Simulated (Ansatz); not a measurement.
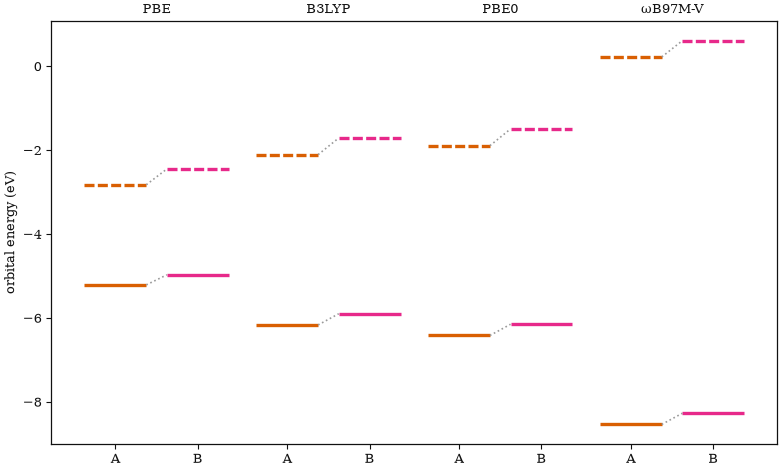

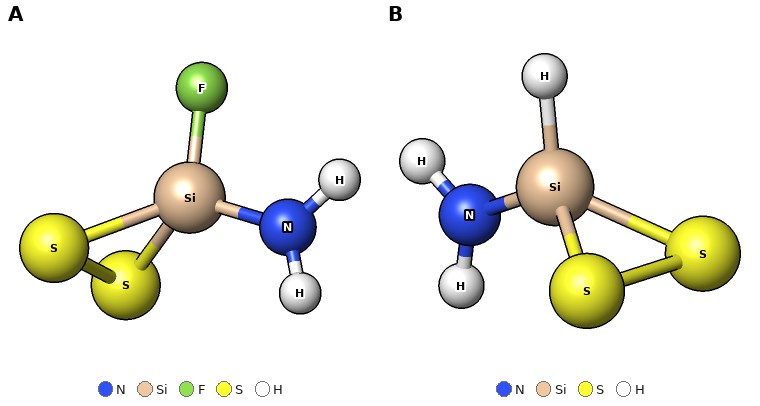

One change: A, SiNH₂S₂F (SMILES N[Si]1(F)SS1), becomes B, SiNH₃S₂ (SMILES N[SiH]1SS1). F on Si is replaced by H. HOMO (solid) and LUMO (dashed) computed in def2-TZVPP at PBE0-D4/def2-TZVP geometries, both minima by their frequencies, gas phase, the Ansatz code 0.2.0. Empty levels above zero depend strongly on the basis.

> What does the change do to HOMO and LUMO?

PBE: the HOMO rises by 0.24 eV, the LUMO rises by 0.38 eV, and the separation goes from 2.39 to 2.52 eV. B3LYP: the HOMO rises by 0.27 eV, the LUMO rises by 0.40 eV, and the separation goes from 4.06 to 4.19 eV. PBE0: the HOMO rises by 0.27 eV, the LUMO rises by 0.40 eV, and the separation goes from 4.52 to 4.66 eV. ωB97M-V: the HOMO rises by 0.27 eV, the LUMO rises by 0.39 eV, and the separation goes from 8.76 to 8.88 eV.

> Do the functionals agree on the effect?

They agree on the direction for both levels; the HOMO shift lies between 0.24 and 0.27 eV and the LUMO shift between 0.38 and 0.40 eV, while the separations themselves differ by up to 6.4 eV between functionals.
